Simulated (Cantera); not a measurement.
Input: 1 mol Si, 7.7 mol F₂, a varied amount of H₂, at 873.15 K and 1.00 bar.

Equilibrium computed with Cantera from the NASA thermochemical tables; the gas is ideal and each condensed phase is pure. Candidate condensed phases: Si; 25 gas species. Kinetics and transport are ignored.

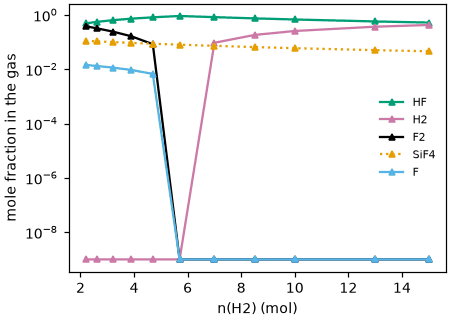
Fig. 1. Equilibrium gas composition (values under 1e-9 drawn at 1e-9)

Read off the mole fractions at 10 mol H₂.

HF about 0.68, H₂ about 0.26, SiF₄ about 0.060.
